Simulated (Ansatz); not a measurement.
The relaxed structure here is a generated cell of CdS: the first start was made by placing the elements on the sites of a structure type, and the end was not matched to a known phase here, so it may be hypothetical. Known forms of CdS include space group No. 186, 216.

A relaxed structure of CdS. The numbers are results of r2SCAN (plane waves to 500 eV, PAW, scalar-relativistic; Ansatz, an electronic-structure program), not measurements.

P-6m2 (No. 187), hP4; a = 4.097 Å, b = 4.097 Å, c = 7.158 Å, α = 90.00°, β = 90.00°, γ = 120.00°.

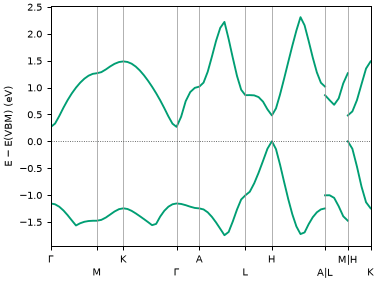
Figure: Highest filled and lowest empty band along the path of this cell's Brillouin zone

Task: Read off the gap and say whether it is direct.

Result: 0.27 eV, indirect (valence top at H, conduction bottom at Γ) (no spin-orbit coupling).

Task: How far does the top valence band disperse along this path?

Result: About 1.7 eV.

The relaxed cell holds bonded S–S pairs (2.14 Å). No spin polarisation in the result.

The run could not lose the symmetry of its start: the end is stationary, and may be a saddle point rather than a minimum.

It was reached from a disturbed copy of a P6₃mc (No. 186) cell (wurtzite type), against which it lies +0.521 eV/atom.
